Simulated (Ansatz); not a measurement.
**Run report: Si2H6Cl2O, geometry relaxation (part 2 of 2)**

Si2H6Cl2O; RKS B3LYP-D4/def2-SVP (Ansatz 0.2.0). It belongs to a series of runs on one base structure; here: end point A relaxed.

Geometry of the input (Å):
```
Si -0.5210  0.8000  -0.9066
Si 0.9592  -0.8561  -0.5103
Cl -0.3484  1.2908  -2.9274
Cl 0.0334  2.4635  0.2366
H  -1.9525  0.5276  -0.6586
H  -0.0675  -0.6136  2.0037
O  -1.0042  -0.4095  1.8694
H  0.3732  -2.1946  -0.8039
H  1.4747  -0.8550  0.8913
H  2.1395  -0.6492  -1.3949
H  -1.0866  0.4962  2.2008
```

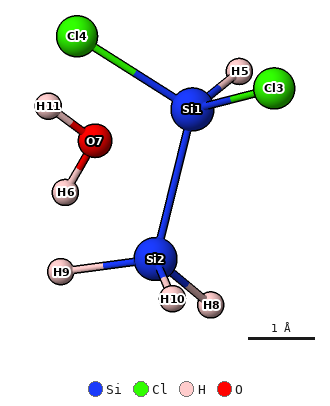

*The geometry at step 17 of the log (ball-and-stick view, seen at a tilt; atoms are numbered from 1 in the order of the input).*

Trajectory as extended XYZ, continued
```
11
Properties=species:S:1:pos:R:3:forces:R:3 step=8 energy=-42935.80529
Si   -0.5322    0.7710   -0.8748   -0.0194  -0.0215  -0.0168
Si    1.0634   -0.9167   -0.5714    0.0066   0.0121  -0.0165
Cl   -0.4079    1.3796   -2.8702    0.0086   0.0031   0.0109
Cl   -0.0348    2.4258    0.3187   -0.0013   0.0124   0.0125
H    -1.9547    0.4469   -0.6309    0.0043   0.0039  -0.0117
H    -0.3150   -0.6561    2.3343   -0.0681   0.0058  -0.0621
O    -1.0261   -0.2716    1.7990    0.0835  -0.0261   0.0865
H     0.4354   -2.2386   -0.8603    0.0007  -0.0057   0.0071
H     1.6001   -0.9154    0.8192    0.0033   0.0024   0.0004
H     2.1908   -0.6876   -1.5206   -0.0050  -0.0080   0.0015
H    -1.0192    0.6627    2.0572   -0.0132   0.0216  -0.0118
11
Properties=species:S:1:pos:R:3:forces:R:3 step=9 energy=-42935.80643
Si   -0.5397    0.7654   -0.8781    0.0055  -0.0149  -0.0094
Si    1.0644   -0.9162   -0.5745   -0.0046   0.0172   0.0147
Cl   -0.3996    1.3879   -2.8678    0.0032   0.0025   0.0012
Cl   -0.0543    2.4184    0.3257   -0.0021   0.0120   0.0009
H    -1.9625    0.4341   -0.6484    0.0002   0.0037  -0.0049
H    -0.3495   -0.6851    2.3429   -0.0752   0.0413  -0.0643
O    -1.0294   -0.2504    1.8054    0.0728   0.0096   0.0889
H     0.4409   -2.2417   -0.8568   -0.0013  -0.0053   0.0017
H     1.6011   -0.9102    0.8166    0.0031   0.0045  -0.0083
H     2.1900   -0.6862   -1.5251   -0.0048  -0.0060  -0.0023
H    -0.9616    0.6841    2.0601    0.0034  -0.0646  -0.0183
11
Properties=species:S:1:pos:R:3:forces:R:3 step=10 energy=-42935.80691
Si   -0.5461    0.7647   -0.8813    0.0018   0.0054  -0.0207
Si    1.0614   -0.9119   -0.5717    0.0013   0.0091   0.0401
Cl   -0.3924    1.3883   -2.8694    0.0004  -0.0002  -0.0067
Cl   -0.0697    2.4224    0.3213   -0.0010  -0.0038   0.0055
H    -1.9699    0.4317   -0.6621   -0.0012   0.0005   0.0026
H    -0.3757   -0.7214    2.3381   -0.1191   0.0963  -0.0894
O    -1.0365   -0.2403    1.8142    0.1303   0.0531   0.1141
H     0.4425   -2.2412   -0.8470   -0.0046  -0.0010  -0.0004
H     1.5983   -0.8997    0.8196    0.0012   0.0056  -0.0121
H     2.1868   -0.6832   -1.5222   -0.0031  -0.0039  -0.0079
H    -0.8988    0.6908    2.0606   -0.0060  -0.1611  -0.0250
11
Properties=species:S:1:pos:R:3:forces:R:3 step=11 energy=-42935.80777
Si   -0.5460    0.7664   -0.8841   -0.0114   0.0048  -0.0078
Si    1.0611   -0.9092   -0.5684    0.0022   0.0097   0.0202
Cl   -0.3939    1.3846   -2.8741    0.0040   0.0009   0.0023
Cl   -0.0710    2.4241    0.3188    0.0032   0.0017  -0.0017
H    -1.9696    0.4335   -0.6630    0.0009  -0.0006  -0.0033
H    -0.3845   -0.7319    2.3293   -0.0232   0.0109  -0.0104
O    -1.0372   -0.2376    1.8131    0.0347   0.0476   0.0280
H     0.4411   -2.2384   -0.8423   -0.0032  -0.0025   0.0037
H     1.6000   -0.8953    0.8219   -0.0009   0.0065  -0.0072
H     2.1856   -0.6829   -1.5208   -0.0013  -0.0055  -0.0057
H    -0.8859    0.6868    2.0696   -0.0050  -0.0736  -0.0182
11
Properties=species:S:1:pos:R:3:forces:R:3 step=12 energy=-42935.80650 accepted=F
Si   -0.5574    0.7752   -0.8960    0.1647  -0.0102   0.0390
Si    1.0621   -0.8832   -0.5471   -0.0761  -0.0464  -0.0775
Cl   -0.3851    1.3950   -2.8827   -0.0336   0.0014  -0.0038
Cl   -0.0582    2.4220    0.3123   -0.0624   0.0433   0.0102
H    -1.9793    0.4345   -0.6748   -0.0047   0.0278  -0.0168
H    -0.4145   -0.7828    2.3151    0.0509  -0.0672   0.0496
O    -1.0232   -0.2566    1.7817   -0.0642   0.0466  -0.0287
H     0.4064   -2.2062   -0.7643    0.0386  -0.0367   0.0113
H     1.6391   -0.8414    0.8252   -0.0056   0.0360   0.0172
H     2.1660   -0.7111   -1.5365   -0.0192  -0.0018   0.0083
H    -0.8562    0.6549    2.0671    0.0115   0.0073  -0.0088
11
Properties=species:S:1:pos:R:3:forces:R:3 step=13 energy=-42935.80946
Si   -0.5484    0.7748   -0.8914    0.0123  -0.0007  -0.0110
Si    1.0571   -0.8995   -0.5601    0.0036   0.0021   0.0073
Cl   -0.3886    1.3914   -2.8808    0.0003   0.0050  -0.0026
Cl   -0.0730    2.4315    0.3131   -0.0098  -0.0072   0.0010
H    -1.9728    0.4418   -0.6753   -0.0018   0.0035   0.0027
H    -0.4097   -0.7689    2.3317    0.0084  -0.0221   0.0088
O    -1.0265   -0.2485    1.7992   -0.0114   0.0270   0.0004
H     0.4324   -2.2335   -0.7991   -0.0059   0.0023   0.0070
H     1.6116   -0.8569    0.8226    0.0064   0.0073  -0.0014
H     2.1720   -0.6989   -1.5301   -0.0045  -0.0041  -0.0039
H    -0.8544    0.6668    2.0703    0.0024  -0.0131  -0.0084
11
Properties=species:S:1:pos:R:3:forces:R:3 step=14 energy=-42935.81240
Si   -0.5503    0.7860   -0.9050    0.0188   0.0110   0.0088
Si    1.0569   -0.8811   -0.5440   -0.0015  -0.0445  -0.0296
Cl   -0.3780    1.4073   -2.8910   -0.0023   0.0027   0.0001
Cl   -0.0835    2.4376    0.3100   -0.0120   0.0029   0.0070
H    -1.9757    0.4538   -0.6932    0.0002  -0.0046  -0.0130
H    -0.4691   -0.8431    2.3226   -0.1331   0.1415  -0.1198
O    -1.0285   -0.2612    1.7820    0.1606  -0.0208   0.1438
H     0.4129   -2.2205   -0.7086    0.0275   0.0411   0.0204
H     1.6535   -0.7821    0.8195   -0.0076   0.0092  -0.0242
H     2.1449   -0.7327   -1.5573   -0.0342  -0.0126   0.0330
H    -0.7831    0.6361    2.0651   -0.0164  -0.1258  -0.0265
11
Properties=species:S:1:pos:R:3:forces:R:3 step=15 energy=-42935.80872 accepted=F
Si   -0.5565    0.8130   -0.9242    0.0641  -0.0438  -0.0102
Si    1.0482   -0.8484   -0.5198    0.0349  -0.1501  -0.0433
Cl   -0.3698    1.4187   -2.9131   -0.0023   0.0271   0.0066
Cl   -0.0905    2.4600    0.2963   -0.0458  -0.0055  -0.0002
H    -1.9823    0.4719   -0.7272    0.0024   0.0188   0.0037
H    -0.5620   -0.9549    2.3082   -0.3240   0.5099  -0.4202
O    -1.0064   -0.2852    1.7442    0.4564  -0.1116   0.5409
H     0.3844   -2.1951   -0.5800    0.0892   0.1507   0.0218
H     1.6892   -0.6682    0.8192   -0.0226  -0.0048  -0.1002
H     2.1124   -0.7828   -1.5775   -0.1225  -0.0103   0.1206
H    -0.6670    0.5712    2.0739   -0.1298  -0.3805  -0.1195
11
Properties=species:S:1:pos:R:3:forces:R:3 step=16 energy=-42935.81381
Si   -0.5515    0.7955   -0.8965    0.0025  -0.0756  -0.0704
Si    1.0499   -0.8796   -0.5461    0.0400   0.0279   0.0684
Cl   -0.3705    1.4232   -2.8798    0.0093   0.0412  -0.0151
Cl   -0.0996    2.4409    0.3311   -0.0203  -0.0020  -0.0126
H    -1.9764    0.4424   -0.7155    0.0016   0.0317   0.0292
H    -0.4939   -0.8622    2.3021   -0.0463   0.0227  -0.0508
O    -1.0110   -0.2550    1.7528    0.0482  -0.0101   0.0947
H     0.4108   -2.2229   -0.6554   -0.0300  -0.0017  -0.0028
H     1.6642   -0.7403    0.8040    0.0182  -0.0022   0.0156
H     2.1321   -0.7681   -1.5654   -0.0141   0.0018  -0.0345
H    -0.7543    0.6262    2.0688   -0.0091  -0.0336  -0.0216
11
Properties=species:S:1:pos:R:3:forces:R:3 step=17 energy=-42935.81833
Si   -0.5518    0.8009   -0.9090   -0.0199  -0.0183  -0.0332
Si    1.0507   -0.8670   -0.5268    0.0270  -0.0123   0.0019
Cl   -0.3632    1.4352   -2.8899    0.0164   0.0127   0.0008
Cl   -0.1073    2.4455    0.3216   -0.0094   0.0110   0.0062
H    -1.9800    0.4597   -0.7282    0.0126   0.0007   0.0079
H    -0.5288   -0.9107    2.2780   -0.0823   0.0592  -0.0753
O    -1.0154   -0.2655    1.7425    0.1226  -0.0038   0.1366
H     0.3984   -2.2094   -0.5847    0.0010   0.0246   0.0094
H     1.7025   -0.6933    0.8036   -0.0104   0.0089  -0.0153
H     2.1045   -0.7902   -1.5816   -0.0237  -0.0118   0.0065
H    -0.7098    0.5950    2.0746   -0.0340  -0.0710  -0.0454
11
Properties=species:S:1:pos:R:3:forces:R:3 step=18 energy=-42935.82132
Si   -0.5527    0.8134   -0.9237    0.0124   0.0123  -0.0404
Si    1.0508   -0.8482   -0.5152    0.0091  -0.0778   0.0361
Cl   -0.3413    1.4643   -2.8976    0.0007  -0.0029   0.0157
Cl   -0.1294    2.4543    0.3188   -0.0167   0.0039   0.0196
H    -1.9805    0.4638   -0.7543    0.0127  -0.0017  -0.0088
H    -0.5900   -0.9737    2.2733   -0.1602   0.2198  -0.2087
O    -1.0027   -0.2847    1.7227    0.2652  -0.0320   0.3072
H     0.3743   -2.1838   -0.4807    0.0552   0.0748   0.0007
H     1.7441   -0.6101    0.7882   -0.0276  -0.0041  -0.0858
H     2.0720   -0.8444   -1.6089   -0.0567  -0.0077   0.0549
H    -0.6445    0.5492    2.0775   -0.0940  -0.1846  -0.0905
11
Properties=species:S:1:pos:R:3:forces:R:3 step=19 energy=-42935.82283
Si   -0.5508    0.8162   -0.9311   -0.0390   0.0073   0.0107
Si    1.0467   -0.8491   -0.5140    0.0530  -0.0304   0.0357
Cl   -0.3315    1.4763   -2.9009    0.0165   0.0002   0.0207
Cl   -0.1500    2.4529    0.3251   -0.0013  -0.0013  -0.0192
H    -1.9777    0.4559   -0.7774    0.0065   0.0023  -0.0067
H    -0.6341   -0.9939    2.2546   -0.1620   0.2697  -0.2257
O    -0.9937   -0.2623    1.7203    0.2881  -0.0762   0.3660
H     0.3845   -2.1892   -0.4487    0.0172   0.0694   0.0028
H     1.7619   -0.5865    0.7718   -0.0293  -0.0068  -0.0656
H     2.0518   -0.8586   -1.6201   -0.0300  -0.0180   0.0275
H    -0.6071    0.5386    2.1205   -0.1197  -0.2162  -0.1462
11
Properties=species:S:1:pos:R:3:forces:R:3 step=20 energy=-42935.82559
Si   -0.5539    0.8196   -0.9285   -0.0045   0.0098  -0.0270
Si    1.0485   -0.8416   -0.5127    0.0140  -0.0323   0.0533
Cl   -0.3283    1.4774   -2.8980    0.0111   0.0088  -0.0003
Cl   -0.1555    2.4604    0.3224   -0.0139  -0.0176  -0.0026
H    -1.9806    0.4555   -0.7833    0.0071   0.0041   0.0101
H    -0.6599   -1.0052    2.2592   -0.0978   0.1589  -0.1597
O    -0.9889   -0.2697    1.7161    0.2016  -0.0288   0.2515
H     0.3783   -2.1744   -0.4292    0.0114   0.0297   0.0015
H     1.7702   -0.5695    0.7652   -0.0104   0.0010  -0.0338
H     2.0493   -0.8733   -1.6204   -0.0233  -0.0002   0.0006
H    -0.5795    0.5209    2.1093   -0.0952  -0.1332  -0.0936
11
Properties=species:S:1:pos:R:3:forces:R:3 step=21 energy=-42935.82768
Si   -0.5544    0.8226   -0.9292    0.0332   0.0042  -0.0201
Si    1.0489   -0.8365   -0.5068   -0.0274  -0.0046   0.0187
Cl   -0.3181    1.4797   -2.8975   -0.0018   0.0107  -0.0096
Cl   -0.1598    2.4646    0.3201   -0.0200  -0.0099   0.0089
H    -1.9807    0.4571   -0.7859   -0.0014   0.0052   0.0010
H    -0.6692   -1.0182    2.2427   -0.0230  -0.0069  -0.0368
O    -0.9770   -0.2757    1.7049    0.0586   0.0295   0.0883
H     0.3711   -2.1611   -0.3968    0.0061  -0.0116   0.0057
H     1.7862   -0.5484    0.7558    0.0107   0.0073  -0.0012
H     2.0325   -0.8899   -1.6275   -0.0028  -0.0028  -0.0106
H    -0.5797    0.5060    2.1204   -0.0322  -0.0212  -0.0445
11
Properties=species:S:1:pos:R:3:forces:R:3 step=22 energy=-42935.82758 accepted=F
Si   -0.5509    0.8300   -0.9406   -0.0037   0.0198   0.0497
Si    1.0459   -0.8314   -0.5022   -0.0381   0.0025   0.0217
Cl   -0.3019    1.5101   -2.8977    0.0050   0.0028  -0.0172
Cl   -0.1813    2.4619    0.3294   -0.0089  -0.0114  -0.0068
H    -1.9744    0.4502   -0.8061   -0.0059   0.0073  -0.0200
H    -0.6527   -1.0416    2.1912    0.0546  -0.1826   0.1067
O    -0.9948   -0.2769    1.7171   -0.0443   0.1199  -0.1359
H     0.3567   -2.1407   -0.3220   -0.0002  -0.0398  -0.0132
H     1.8044   -0.5047    0.7372    0.0292   0.0186   0.0149
H     2.0086   -0.9396   -1.6360    0.0019  -0.0026  -0.0137
H    -0.5597    0.4828    2.1298    0.0103   0.0654   0.0138
11
Properties=species:S:1:pos:R:3:forces:R:3 step=23 energy=-42935.82917
Si   -0.5525    0.8266   -0.9340    0.0001   0.0070  -0.0071
Si    1.0449   -0.8360   -0.5013   -0.0081  -0.0025   0.0049
Cl   -0.3059    1.4954   -2.8968    0.0082   0.0048  -0.0043
Cl   -0.1749    2.4637    0.3265   -0.0075  -0.0084   0.0070
H    -1.9797    0.4602   -0.8021   -0.0021  -0.0030   0.0006
H    -0.6688   -1.0299    2.2308   -0.0088  -0.0247  -0.0058
O    -0.9763   -0.2799    1.7046    0.0335   0.0319   0.0330
H     0.3700   -2.1591   -0.3587   -0.0012  -0.0016   0.0042
H     1.8020   -0.5259    0.7448    0.0042   0.0073  -0.0041
H     2.0119   -0.9110   -1.6355    0.0012  -0.0056  -0.0049
H    -0.5710    0.4959    2.1219   -0.0196  -0.0053  -0.0235
11
Properties=species:S:1:pos:R:3:forces:R:3 step=24 energy=-42935.83047
Si   -0.5510    0.8377   -0.9458   -0.0050  -0.0036   0.0145
Si    1.0377   -0.8299   -0.4947    0.0276  -0.0342   0.0203
Cl   -0.2694    1.5325   -2.8950    0.0052   0.0043   0.0111
Cl   -0.2107    2.4603    0.3440   -0.0037  -0.0097  -0.0126
H    -1.9781    0.4591   -0.8429   -0.0007   0.0021  -0.0033
H    -0.6763   -1.0611    2.2104    0.0055  -0.0069   0.0143
O    -0.9590   -0.2932    1.6969   -0.0023   0.0283  -0.0114
H     0.3558   -2.1399   -0.2639    0.0282   0.0440  -0.0140
H     1.8404   -0.4613    0.7102   -0.0218  -0.0149  -0.0506
H     1.9671   -0.9741   -1.6575   -0.0281   0.0026   0.0364
H    -0.5567    0.4700    2.1384   -0.0049  -0.0119  -0.0047
11
Properties=species:S:1:pos:R:3:forces:R:3 step=25 energy=-42935.83082
Si   -0.5522    0.8334   -0.9422   -0.0038   0.0072   0.0057
Si    1.0394   -0.8324   -0.4954    0.0213  -0.0238  -0.0031
Cl   -0.2677    1.5327   -2.8893    0.0040  -0.0015   0.0000
Cl   -0.2120    2.4580    0.3443   -0.0006  -0.0036   0.0033
H    -1.9802    0.4579   -0.8419    0.0010  -0.0051  -0.0012
H    -0.6831   -1.0537    2.2176    0.0044  -0.0131   0.0115
O    -0.9610   -0.2887    1.6972   -0.0069   0.0067  -0.0161
H     0.3632   -2.1451   -0.2726    0.0113   0.0260  -0.0014
H     1.8456   -0.4695    0.7069   -0.0175  -0.0044  -0.0216
H     1.9664   -0.9682   -1.6596   -0.0160   0.0010   0.0184
H    -0.5585    0.4757    2.1353    0.0030   0.0105   0.0045
```

Results in brief

- outcome: converged
- total energy: −42935.8311 eV
- mean-field energy: −42935.3095 eV
- largest force (length of the vector) at the end: 0.032 eV/Å
- wall time: 64 s (CPU time 2 min)
- peak memory: 0.31 GiB
